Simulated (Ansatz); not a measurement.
**F2H2OSSi: density, localisation and related maps**

```xyz
7

Si   -0.5374   -0.4337   -0.0898
O     0.7023    0.6329    0.6068
S     0.7863   -1.2480   -1.3483
H     1.2947    0.0929   -0.2449
F    -1.6690    0.5722   -0.5495
F    -1.1756   -1.2046    1.1255
H     0.5986    1.5883    0.5002
```

A transition-state structure; geometry: PBE0-D4/def2-TZVP.

All numbers below come from RKS PBE0-D4/def2-TZVPP in Ansatz.

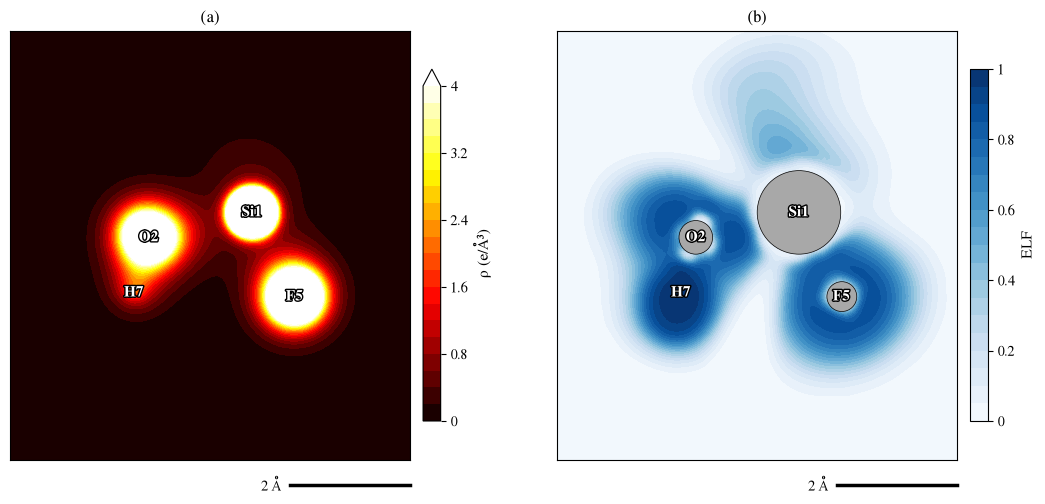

Figure 1. (a) total electron density; (b) ELF on the plane of atoms O2, Si1 and F5. Grey discs cover the atomic cores in the ELF map.

Q: What does the map show?

A:
- The plane passes through Si, O, F and H nuclei.
- Si–F (1.58 Å): the density is about 1.2 e/Å³ at the midpoint; the ELF peaks at about 0.85 in the valence shell of F, 0.6 Å from its nucleus, and is about 0.50 at the midpoint.
- Si–O (1.78 Å): the density is about 0.89 e/Å³ at the midpoint; the ELF peaks at about 0.90 between the atoms: a polar covalent bond.
- O–H (0.97 Å): the density is about 3.8 e/Å³ at the midpoint; the ELF climbs to about 1 towards the hydrogen, as it does in any bond to H; a covalent bond by its length.
- The ELF also peaks beside F5 and O2, away from the bonds: lone-pair regions.

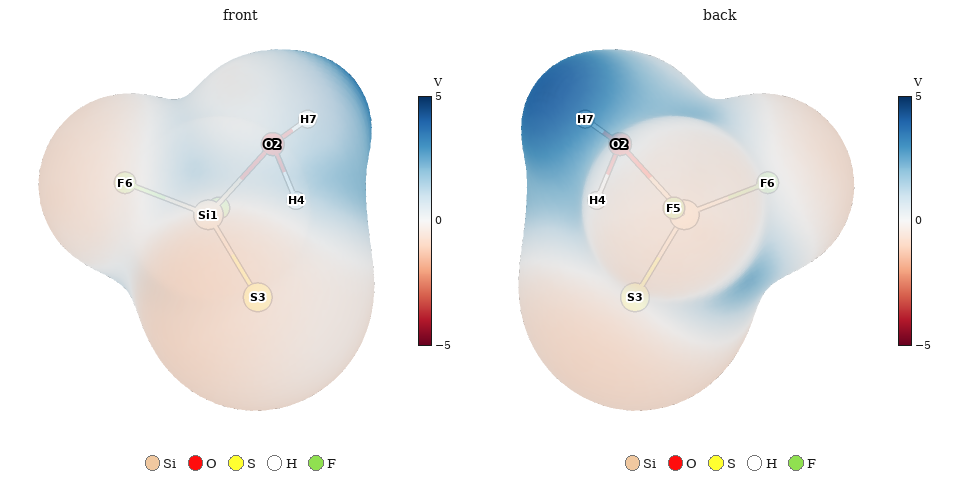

Figure 2. The electrostatic potential painted on the density surface at 0.002 e/bohr³, seen from the front and from behind; red is negative and blue positive.

Q: Describe the electrostatic potential map.

A: The most negative region (about −0.9 V, or −21 kcal/mol for a unit charge) lies over S3, the most positive (about +4.0 V, or +92 kcal/mol for a unit charge) over H7.

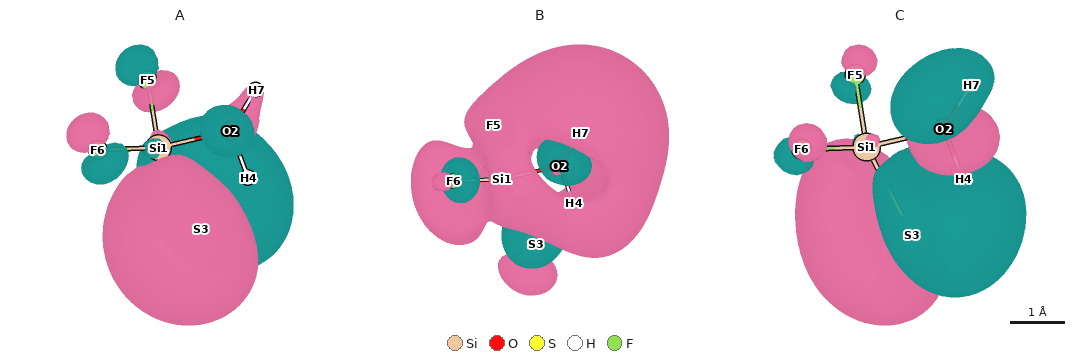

Figure 3. Three frontier orbitals at ±0.06 Å⁻³ᐟ² (teal and pink are the two phases), in no order.

Q: Which picture is the HOMO−1, the HOMO and the LUMO?

A: C is the HOMO−1 (−8.00 eV). It lies mainly on S3 (about 70 %), O2 (about 10 %) and H4 (about 10 %); largely a lone pair of S3. A is the HOMO (−7.52 eV). Its weight (Hirshfeld) is mainly on S3 (about 80 %); largely a lone pair of S3. B is the LUMO (−0.35 eV). Its weight (Hirshfeld) is mainly on H7 (about 35 %), Si1 (about 20 %), O2 (about 15 %), S3 (about 10 %) and H4 (about 10 %).

Q: What is the HOMO–LUMO gap?

A: 7.17 eV between the orbital energies.
